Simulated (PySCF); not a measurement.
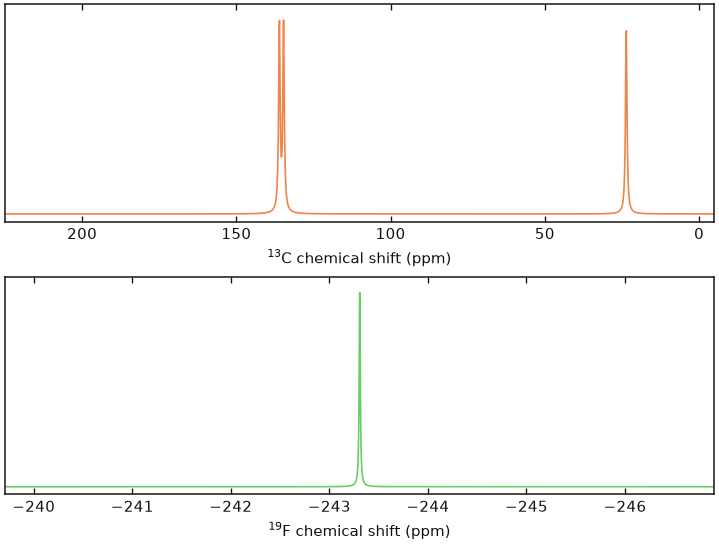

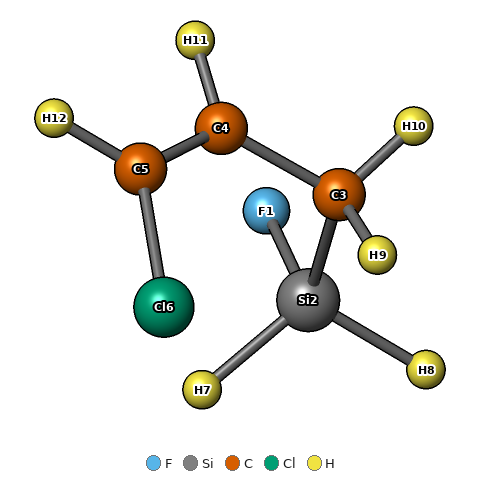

Spectrum and numbered structure of C₃H₆ClFSi, SMILES F[SiH2]C/C=C\Cl. GIAO shifts, LDA/pcSseg-1, PySCF 2.14.0, at a PBE0-D3(BJ)/def2-SVP geometry (no frequency check), against TMS for ¹³C and CFCl₃ for ¹⁹F computed at the same level (¹⁹F: this reference is a hard case for the method, so all values can be off together by tens of ppm, and differences between signals are safer). Gas phase, fully decoupled, line heights follow the number of nuclei, widths are arbitrary (no quadrupolar broadening); values of one conformer, averaged over nuclei that symmetry or rotation about single bonds exchange, these motions taken as fast; other conformers aren't averaged in.

### Assign the ¹³C signals to the numbered atoms.

```tsv
δ (ppm)	nuclei	atoms
136.1	1	C4
134.7	1	C5
23.6	1	C3
```

The order of signals that lie close, as those under 2 ppm apart, is within the error of the method.

### Where does the ¹⁹F line lie?

At −243.3 ppm (F1).
